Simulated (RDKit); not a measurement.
GaH$_{2}$S$_{2}$F: property calculation

GaH$_{2}$S$_{2}$F, SMILES [F][Ga]([SH])[SH], computed with EHT (RDKit 2026.09.1).

The geometry comes from this level: GFN2-xTB.

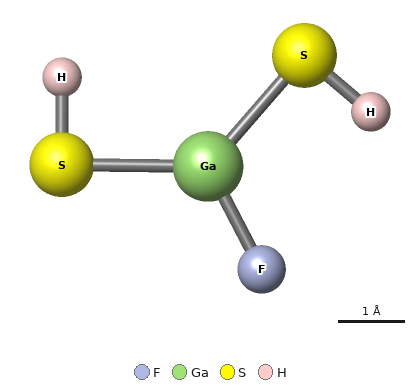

Figure 1. The structure (ball-and-stick view, seen on its broad side). Sticks mark near contacts.

Summary:

- outcome: converged
- total energy: −15.714995 hartree
- HOMO: −10.98 eV
- LUMO: −5.08 eV
- hardware: 1 thread of Arm Neoverse V2, 256 GiB of memory available, shared host
- peak memory: 0.072 GiB

The input (ff.py):
```python
# eht eht with RDKit
import json
import numpy as np
from rdkit import Chem
from rdkit.Chem import AllChem
from rdkit.Chem import rdDetermineBonds
from rdkit.Chem import rdEHTTools

molecule = Chem.MolFromXYZFile("mol.xyz")
symbols = [a.GetSymbol() for a in molecule.GetAtoms()]
start = molecule.GetConformer().GetPositions().copy()

ok, res = rdEHTTools.RunMol(molecule, keepOverlapAndHamiltonianMatrices=True)
if not ok:
    raise RuntimeError("the extended Hueckel run failed")
eps = np.array(res.GetOrbitalEnergies())
nel = res.numElectrons
homo = (nel + 1) // 2 - 1
print(f"{res.numOrbitals} orbitals, {nel} valence electrons, sum of one-electron energies {res.totalEnergy:.4f} eV")
for i in range(max(0, homo - 8), min(len(eps), homo + 6)):
    print(f"{i + 1:4d} {eps[i]:10.4f} eV", "(HOMO)" if i == homo else "(LUMO)" if i == homo + 1 else "")
q = np.array(res.GetAtomicCharges())
print("Mulliken charges:", " ".join(f"{a}{i + 1}={c:+.3f}" for i, (a, c) in enumerate(zip(symbols, q))))
op = res.GetReducedOverlapPopulationMatrix()
pairs = [(k, i, op[i * (i + 1) // 2 + k]) for i in range(len(symbols)) for k in range(i) if abs(op[i * (i + 1) // 2 + k]) > 0.1]
print("reduced overlap populations above 0.1")
for k, i, p in pairs:
    print(f"  {symbols[k]}{k + 1}-{symbols[i]}{i + 1} {p:7.3f}")
json.dump(dict(symbols=symbols, start=start.tolist(), energy=res.totalEnergy * 23.060548, homo=eps[homo], lumo=eps[homo + 1] if homo + 1 < len(eps) else None, orbital_energies=eps.round(4).tolist(), charges_mulliken=q.tolist(), bond_orders=[[k + 1, i + 1, round(p, 4)] for k, i, p in pairs], nel=nel), open("results.json", "w"))
```

File mol.xyz:
```
6

F     -0.555890    -1.924750     0.653560
Ga    -0.273160    -0.276810     0.067990
S      1.884210     0.296130     0.236570
S     -2.013420     0.887360    -0.700980
H      2.179620    -0.906050     0.716950
H     -1.221360     1.924120    -0.974090
```

Run as:
```bash
python ff.py
```

The program's output:
```
18 orbitals, 24 valence electrons, sum of one-electron energies -427.6268 eV
   4   -18.3504 eV
   5   -18.1425 eV
   6   -18.1279 eV
   7   -14.5574 eV
   8   -14.0576 eV
   9   -12.7083 eV
  10   -11.3012 eV
  11   -11.2847 eV
  12   -10.9847 eV (HOMO)
  13    -5.0829 eV (LUMO)
  14     0.5413 eV
  15     1.9807 eV
  16     5.4397 eV
  17    12.1818 eV
Mulliken charges: F1=-0.773 Ga2=+1.253 S3=-0.227 S4=-0.202 H5=-0.024 H6=-0.027
reduced overlap populations above 0.1
  F1-Ga2   0.307
  Ga2-S3   0.722
  Ga2-S4   0.743
  S3-H5   0.731
  S4-H6   0.729
```

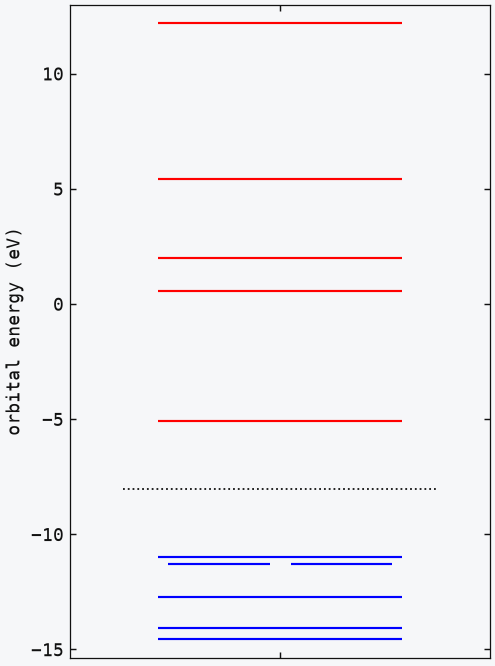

Figure 2. Orbital energies near the frontier; the dotted line parts filled from empty levels, and levels within 0.02 eV of each other stand side by side. Highest filled −10.98 eV, lowest empty −5.08 eV, 5.90 eV apart.

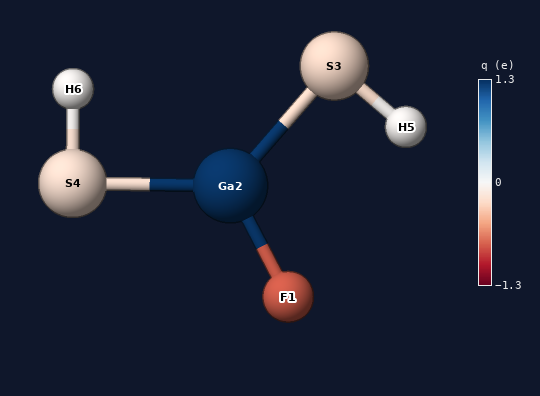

Figure 3. Mulliken charges, as the colour of each atom (ball-and-stick view, seen at a tilt; atoms are numbered from 1 in the order of the input). By element: F −0.77, Ga +1.25, S −0.23 to −0.20 and H −0.03 to −0.02 e.
